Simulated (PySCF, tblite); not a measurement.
# C6H4NO3 radical: geometry, infrared bands and EPR parameters

What infrared bands and EPR parameters should C6H4NO3 radical (`[H]/[C]=C1C(NC=O)=C\1OC=O`) show?

Computed with tblite 0.8.0 and PySCF 2.14.0, with density-fitted response routines of our own, on a single molecule in the gas phase. Atoms are numbered from 0 throughout.

**1. Starting geometry**

14 atoms, charge 0, multiplicity 2; geometry from: force field or distance geometry start.

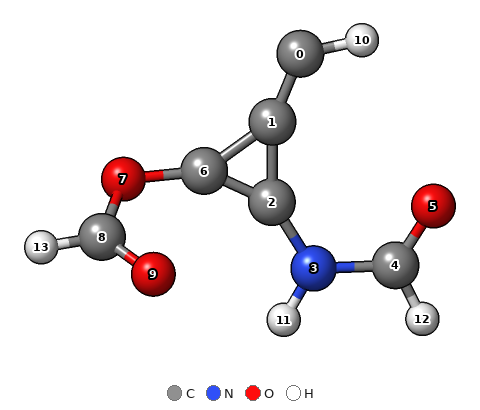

The starting geometry (carbon grey, nitrogen blue, oxygen red, hydrogen white), atoms numbered.

**2. Geometry optimisation with GFN2-xTB**

Job settings and geometry (Å):

```
{"job": {"kind": "relax", "xc": "GFN2-xTB", "basis": "xTB"}, "charge": 0, "multiplicity": 2}
C     -0.063600     2.761400    -0.311400
C      0.083100     1.499100     0.019400
C     -0.269800     0.101300     0.217700
N     -1.235700    -0.936500     0.112000
C     -2.546200    -0.653600    -0.388300
O     -2.889300     0.483500    -0.769600
C      0.960600     0.454400     0.559200
O      2.220400     0.084500     1.082000
C      2.850300    -0.912600     0.299000
O      2.273500    -1.368100    -0.740800
H     -0.994600     3.168800    -0.719600
H     -0.988400    -1.913600     0.424900
H     -3.222800    -1.511800    -0.424000
H      3.821700    -1.257300     0.617500
```

Run with:

```sh
OMP_NUM_THREADS=1 python probes_run.py task.json out
```

One launch serves the whole session: the jobs run in the order shown.

What it wrote:

```text
step      E/eV     max force
  0    -809.62901    5.185
  1    -809.95168    6.000
  2    -810.41132    1.286
  3    -810.49403    0.808
  4    -810.57840    0.986
  5    -810.61079    0.774
  6    -810.63614    0.695
  7    -810.64856    0.551
  8    -810.65531    0.250
  9    -810.66092    0.287
 10    -810.66452    0.270
 11    -810.66799    0.172
 12    -810.67122    0.135
 13    -810.67336    0.149
 14    -810.67715    0.163
 15    -810.68060    0.194
 16    -810.68451    0.206
 17    -810.68858    0.189
 18    -810.69308    0.189
 19    -810.69684    0.148
 20    -810.69962    0.135
 21    -810.70243    0.174
 22    -810.70623    0.264
 23    -810.71109    0.284
 24    -810.71671    0.254
 25    -810.72211    0.340
 26    -810.72609    0.281
 27    -810.73035    0.509
 28    -810.73493    0.227
 29    -810.74074    0.130
 30    -810.74482    0.157
 31    -810.74958    0.211
 32    -810.75435    0.171
 33    -810.75867    0.496
 34    -810.76209    0.409
 35    -810.76789    0.229
 36    -810.77440    0.345
 37    -810.77898    0.190
 38    -810.78329    0.296
 39    -810.78768    0.265
 40    -810.79258    0.152
 41    -810.79990    0.191
 42    -810.80606    0.170
 43    -810.81157    0.185
 44    -810.81648    0.230
 45    -810.82114    0.267
 46    -810.82966    0.250
 47    -810.83639    0.273
 48    -810.84447    0.339
 49    -810.85059    0.288
 50    -810.85682    0.211
 51    -810.86156    0.129
 52    -810.86253    0.263
 53    -810.86567    0.162
 54    -810.86752    0.141
 55    -810.87286    0.141
 56    -810.87479    0.113
 57    -810.87688    0.171
 58    -810.87797    0.131
 59    -810.87865    0.061
 60    -810.87893    0.056
 61    -810.87921    0.044
 62    -810.87947    0.034
 63    -810.87976    0.044
 64    -810.87997    0.045
 65    -810.88011    0.039
 66    -810.88021    0.029
 67    -810.88032    0.025
 68    -810.88042    0.026
 69    -810.88050    0.020
 70    -810.88055    0.016
 71    -810.88060    0.022
 72    -810.88067    0.034
 73    -810.88074    0.034
 74    -810.88081    0.021
 75    -810.88087    0.022
 76    -810.88093    0.023
 77    -810.88100    0.032
 78    -810.88107    0.028
 79    -810.88112    0.018
 80    -810.88116    0.018
 81    -810.88120    0.021
 82    -810.88125    0.020
 83    -810.88130    0.013
 84    -810.88133    0.009
```

It took 0.57 s on 1 thread of AMD EPYC 7B13, shared host.

The steps of the relaxation: (not every step is listed)

```csv
step,energy from step 0 (eV),largest force (eV/Å)
0,0.0000,5.1851
1,-0.3227,6.0004
2,-0.7823,1.2863
3,-0.8650,0.8077
4,-0.9494,0.9862
5,-0.9818,0.7736
6,-1.0071,0.6949
7,-1.0195,0.5506
8,-1.0263,0.2496
15,-1.0516,0.1936
22,-1.0772,0.2641
29,-1.1117,0.1305
36,-1.1454,0.3446
43,-1.1826,0.1855
50,-1.2278,0.2113
57,-1.2479,0.1705
64,-1.2510,0.0451
71,-1.2516,0.0221
78,-1.2521,0.0275
79,-1.2521,0.0178
80,-1.2522,0.0177
81,-1.2522,0.0209
82,-1.2522,0.0201
83,-1.2523,0.0132
84,-1.2523,0.0093
```

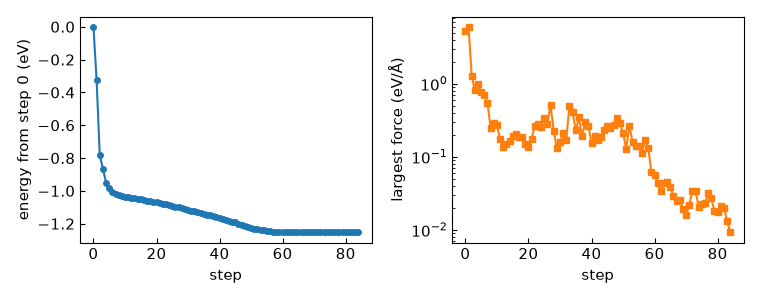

Energy and largest force along the relaxation.

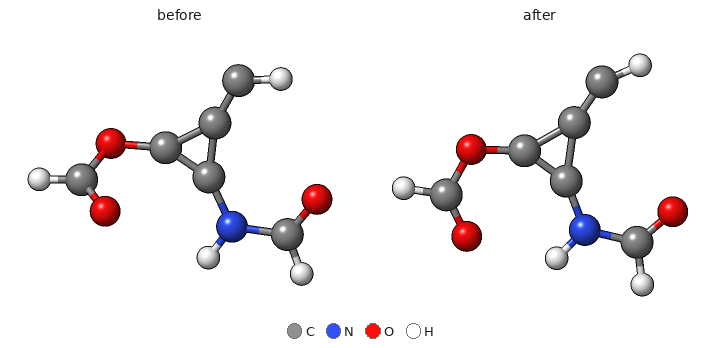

Before and after, at one scale.

Close pairs (by a distance rule), those that changed most:

```csv
bond,before (Å),after (Å),change (Å)
O7–C8,1.416,1.332,-0.083
C8–O9,1.273,1.199,-0.075
C1–C2,1.455,1.528,+0.073
C2–N3,1.422,1.352,-0.069
N3–C4,1.431,1.370,-0.061
C6–O7,1.413,1.357,-0.057
C0–C1,1.313,1.262,-0.051
C4–O5,1.247,1.198,-0.049
```

The end geometry stands in the next job.

**3. Harmonic vibrations with GFN2-xTB**

Job settings and geometry (Å):

```
{"job": {"kind": "ir", "xc": "GFN2-xTB", "basis": "xTB"}, "charge": 0, "multiplicity": 2}
C     -0.231066     2.901858    -0.139100
C      0.092322     1.685793    -0.046268
C     -0.199103     0.185991    -0.038433
N     -1.044991    -0.864691    -0.135088
C     -2.393041    -0.753557    -0.351809
O     -2.991589     0.276658    -0.477819
C      1.044884     0.601353     0.137714
O      2.327588     0.213082     0.347870
C      2.544799    -1.098532     0.436993
O      1.711194    -1.955393     0.347339
H     -1.001817     3.608386    -0.280451
H     -0.609509    -1.779956    -0.033996
H     -2.867232    -1.750275    -0.395668
H      3.616883    -1.271190     0.606549
```

What it wrote:

```text
mode    cm-1     km/mol
  1      58.0      0.18
  2      66.1      9.97
  3      83.5      8.25
  4     129.2      2.15
  5     138.7     16.52
  6     238.7      0.10
  7     240.1      0.55
  8     267.0     15.16
  9     305.6     31.72
 10     389.1      7.43
 11     390.3      1.64
 12     456.3      0.16
 13     557.0     60.71
 14     581.5     14.68
 15     585.7     15.35
 16     634.7    128.17
 17     668.7     33.47
 18     759.9     36.08
 19     872.2     10.05
 20     909.2      9.72
 21     916.4      3.69
 22    1017.6      0.03
 23    1083.2    212.49
 24    1137.3     63.26
 25    1206.5    156.42
 26    1328.5     37.77
 27    1346.6    455.16
 28    1372.6      2.89
 29    1729.4    208.60
 30    1758.0    450.61
 31    1766.2    494.04
 32    1983.1     22.13
 33    2796.2    111.06
 34    2875.0     50.59
 35    3285.2     20.91
 36    3298.6      7.20
```

It took 0.48 s on 1 thread of AMD EPYC 7B13, shared host.

The strongest bands and the atoms that carry them (share of the mass-weighted mode):

```csv
cm⁻¹,km/mol,atoms
635,128.2,H11 86 %
1083,212.5,"C8 39 %, O7 31 %"
1206,156.4,"H11 37 %, C2 21 %, C6 20 %"
1347,455.2,"N3 43 %, H11 27 %, C4 12 %"
1729,208.6,"C8 32 %, O9 21 %, C2 13 %"
1758,450.6,"C8 23 %, O9 16 %, C1 16 %, C2 16 %"
1766,494.0,"C4 57 %, O5 36 %"
2796,111.1,H12 94 %
```

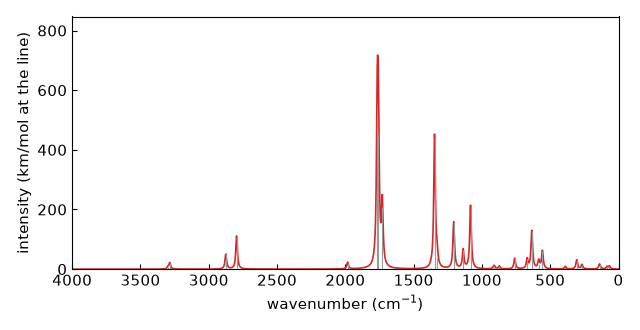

The infrared spectrum from these modes, unscaled. Lines are broadened to a width of 14 cm⁻¹ (Lorentzian).

**4. g tensor and hyperfine couplings: B3LYP/pcH-1**

Same as in step 3 but for these lines:

```diff
@@ -1,2 +1,2 @@
-{"job": {"kind": "ir", "xc": "GFN2-xTB", "basis": "xTB"}, "charge": 0, "multiplicity": 2}
+{"job": {"kind": "epr", "basis": "pcH-1"}, "charge": 0, "multiplicity": 2}
 C     -0.231066     2.901858    -0.139100
```

Method: UKS B3LYP, pcH-1 on C H N O, non-relativistic, mean-field spin-orbit, GIAO.

What it wrote:

```text
UKS, coarse grid
  cycle   1  E = -510.97698338  |g| = 9.07e-01
  cycle   2  E = -509.64745028  |g| = 2.01e+00
  cycle   3  E = -511.27407124  |g| = 2.48e-01
  cycle   4  E = -511.29170126  |g| = 1.38e-01
  cycle   5  E = -511.29783827  |g| = 2.81e-02
  cycle   6  E = -511.29815739  |g| = 1.29e-02
  cycle   7  E = -511.29823627  |g| = 4.66e-03
  cycle   8  E = -511.29825036  |g| = 2.61e-03
  cycle   9  E = -511.29825541  |g| = 1.73e-03
  cycle  10  E = -511.29825740  |g| = 7.37e-04
UKS, final grid
  cycle   1  E = -511.29827336  |g| = 1.36e-03
  cycle   2  E = -511.29827101  |g| = 2.95e-03
  cycle   3  E = -511.29827412  |g| = 2.71e-04
  cycle   4  E = -511.29827416  |g| = 9.81e-05
  cycle   5  E = -511.29827418  |g| = 9.70e-05
  cycle   6  E = -511.29827419  |g| = 2.01e-05
E = -511.29827419 Eh   <S^2> = 0.7588 (exact 0.7500)
g shifts (ppm)      1          2          3
  rmc          -159       -159       -159
  gc             13        -25         26
  oz_so        -404        660        999
  total        -550        476        866
hyperfine (MHz)  atom isotope    a_iso     a_fc   dipolar eigenvalues
    0   13C     231.43     231.43    -76.06    -58.34    134.41
    1   13C     -28.43     -28.43    -12.06     -5.53     17.59
    2   13C     169.03     169.03    -13.21    -11.59     24.80
    3   14N       6.87       6.87     -0.65     -0.63      1.28
    4   13C       2.60       2.60     -0.63     -0.18      0.81
    5   17O       0.15       0.15     -0.75     -0.33      1.07
    6   13C     142.64     142.64     -7.36     -4.44     11.80
    7   17O     -26.09     -26.09     -3.94      1.83      2.11
    8   13C       2.13       2.13     -1.19     -0.32      1.50
    9   17O      -0.04      -0.04     -0.79      0.04      0.75
   10    1H      -5.85      -5.85    -31.89     -5.17     37.06
   11    1H      17.04      17.04     -1.84     -0.83      2.67
   12    1H      -0.31      -0.31     -0.76     -0.47      1.23
   13    1H       4.23       4.23     -0.71     -0.36      1.08
```

It took 67 s on 1 thread of AMD EPYC 7B13, shared host; peak memory 1.1 GiB.

Principal g values 2.00177, 2.00280, 2.00319; g(iso) = 2.00258, against 2.00232 for a free electron.

Hyperfine couplings, nucleus by nucleus at this fixed geometry (no averaging over rotations):

```csv
nuclei,isotope,a(iso) (MHz),"a(iso) (G, at g = 2.0023)",largest dipolar term (MHz)
C0,13C,231.4,82.6,134.4
C2,13C,169.0,60.3,24.8
C6,13C,142.6,50.9,11.8
C1,13C,-28.4,-10.1,17.6
O7,17O,-26.1,-9.3,-3.9
H11,1H,17.0,6.1,2.7
N3,14N,6.9,2.5,1.3
H10,1H,-5.8,-2.1,37.1
H13,1H,4.2,1.5,1.1
C4,13C,2.6,0.9,0.8
C8,13C,2.1,0.8,1.5
H12,1H,-0.3,-0.1,1.2
O5,17O,0.2,0.1,1.1
O9,17O,0.0,0.0,-0.8
```

Mulliken spin populations:

C0 0.95; C1 -0.17; C2 0.14; N3 0.00; C4 0.00; O5 0.00; C6 0.07; O7 0.01; C8 0.00; O9 0.00; H10 -0.01; H11 0.01; H12 0.00; H13 0.00

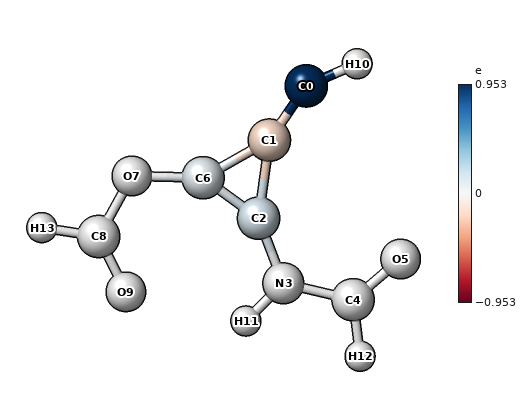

Mulliken spin populations, as colours on the atoms.

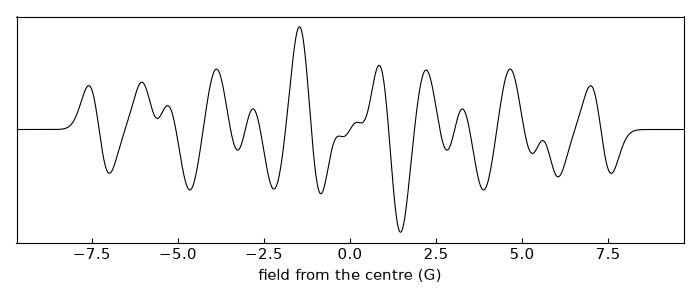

First-order isotropic spectrum (first derivative, main isotopes with spin only, couplings over 0.8 MHz, Gaussian width 0.3 G; couplings of the frozen geometry, rotation of groups not averaged beyond the rows shown).

The fields below are evaluated on a grid from the run's orbitals.

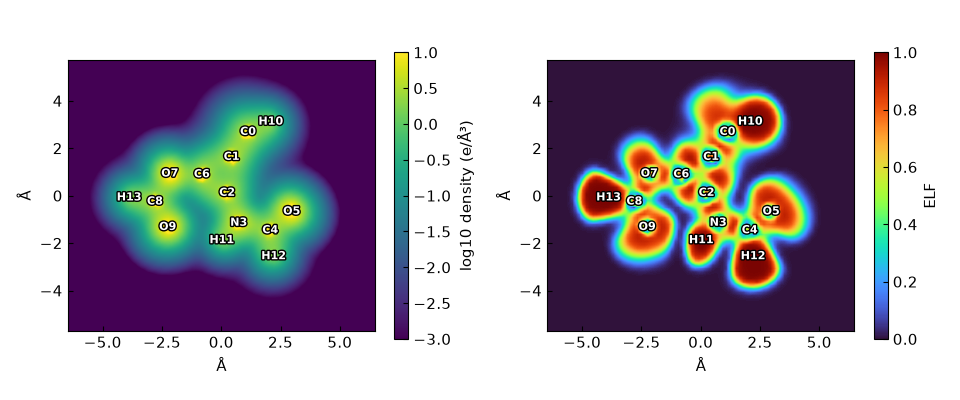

Density (left) and ELF (right) in a plane through or near 14 of the atoms.

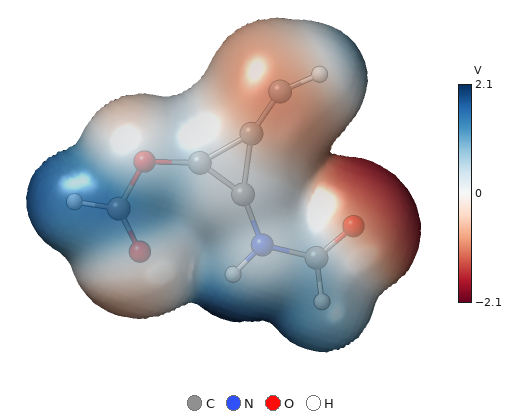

Electrostatic potential on the surface of density 0.002 e/bohr³; red is low, blue high. It runs from -1.67 V near O5 to 2.10 V near H11.

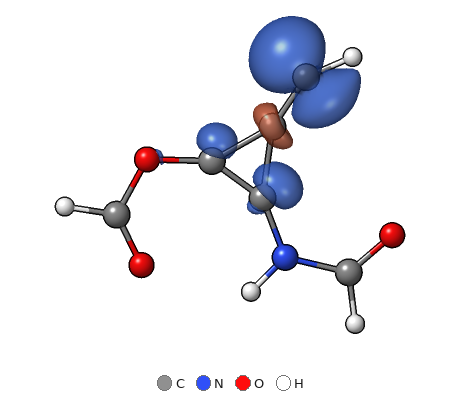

Spin density at ±0.05 e/Å³ (alpha excess blue, beta excess red).

**5. Summary of results**

```
                                                                  quantity                  value
                                 strongest single infrared mode (GFN2-xTB)  1766 cm⁻¹, 494 km/mol
                                              zero-point energy (GFN2-xTB)          53.2 kcal/mol
                                                            g(iso) (B3LYP)                2.00258
                                                                      ⟨S²⟩     0.759 (exact 0.75)
                                                            largest a(iso)   13C on C0, 231.4 MHz
potential on the surface of density 0.002 e/bohr³, 1st and 99th percentile     -1.67 V and 2.10 V
```

What this shows: Relaxing lowered the energy by 1.252 eV in 84 steps; the close pair that moved most is O7–C8, from 1.416 to 1.332 Å. No mode is imaginary among the 36: a minimum at this level. The strongest single mode, at 1766 cm⁻¹, moves mainly C4 and O5. Unscaled tight-binding wavenumbers are off by several per cent, some by more. Its intensities can rank the bands wrongly. C0 carries the largest spin population, 0.95 e. The isotropic g lies 0.3 ppt above the free-electron value. The conformer search (at its own cheap level) found a structure 11.4 kcal/mol lower, too far down for a turn about a bond: it may have other bonds, so these spectra needn't be the molecule's.
